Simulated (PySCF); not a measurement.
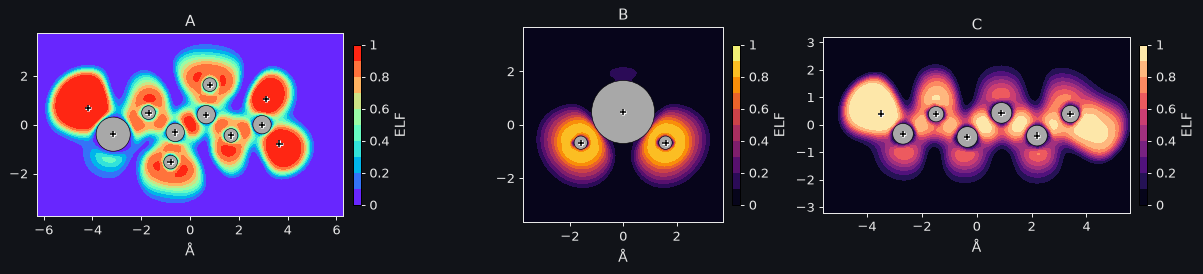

The ELF of 3 systems, each on a plane through atoms (crosses mark nuclei in the plane; grey discs cover the cores).

Theory: DFT single point, gas phase, functional wB97X in PySCF.

System 1: F₂NbO₂ (SMILES [O]=[Nb-](=[O])([F])[F]) (charge −1), the plane of atoms F4, Nb1 and F5. Geometry: BP86-D3(BJ)/ma-def2-SVP; core potentials replace the inner electrons of Nb.

```csv
atom,x (Å),y (Å),z (Å)
Nb,0.0366,0.0013,0.0264
O,-0.2456,-0.0149,1.7699
O,1.7815,-0.0058,-0.2504
F,-0.7666,1.6009,-0.7736
F,-0.7849,-1.5737,-0.8026
```

System 2: C₃H₅O₄Si (charge −1), the plane of atoms O7, Si8 and H13. Geometry: PBE0-D3(BJ)/ma-def2-SVP.

```yaml
atoms:
  - { symbol: C, position_ang: [-2.9517, -0.6192, -0.3932] }
  - { symbol: O, position_ang: [-1.6194, -0.5548, -0.5961] }
  - { symbol: C, position_ang: [-0.8164, -0.0461, 0.3285] }
  - { symbol: O, position_ang: [-1.2146, 0.3520, 1.4300] }
  - { symbol: C, position_ang: [0.5643, -0.0263, -0.1586] }
  - { symbol: O, position_ang: [0.9998, -0.3944, -1.2505] }
  - { symbol: O, position_ang: [1.4548, 0.4685, 0.7440] }
  - { symbol: Si, position_ang: [3.0383, 0.4789, 0.1374] }
  - { symbol: H, position_ang: [-3.4354, -1.3057, -1.0908] }
  - { symbol: H, position_ang: [-3.2857, -0.5113, 0.6415] }
  - { symbol: H, position_ang: [3.2321, 1.3591, -1.0509] }
  - { symbol: H, position_ang: [3.5958, -0.8811, -0.1184] }
  - { symbol: H, position_ang: [3.8081, 1.0787, 1.2740] }
```

System 3: C₄H₁₁NO, the plane of atoms C1, O2 and C3. Geometry: GFN2-xTB.

```xyz
17

C     2.9790   -0.3067   -0.1775
O     1.6618   -0.3260   -0.6580
C     0.7087    0.0035    0.3271
C    -0.6775   -0.0512   -0.3003
C    -1.7833    0.3009    0.7043
N    -3.1270    0.2634    0.1597
H     3.6216   -0.5715   -1.0147
H     3.2536    0.6893    0.1937
H     3.1185   -1.0323    0.6346
H     0.7738   -0.7055    1.1688
H     0.9075    1.0129    0.7231
H    -0.7045    0.6445   -1.1419
H    -0.8409   -1.0569   -0.6939
H    -1.7492   -0.3973    1.5455
H    -1.6153    1.3084    1.0955
H    -3.3340   -0.6642   -0.1965
H    -3.2068    0.9128   -0.6162
```

**Match each panel to its system.**

Panel A is system 2, C₃H₅O₄Si: the plane holds C, O, Si and H. C–O (1.23 Å): the ELF peaks at about 0.90 between the atoms, as expected for a short, strongly polar bond. Panel B is system 1, F₂NbO₂: the plane holds Nb and F. Nb–F (1.96 Å): the ELF peaks at about 0.85 in the valence shell of F, 0.5 Å from its nucleus, and drops to about 0.15 between the two atoms. Panel C is system 3, C₄H₁₁NO: the plane holds C, O, N and H. C–O (1.40 Å): the ELF peaks at about 0.90 between the atoms; a shared but strongly polarised pair.
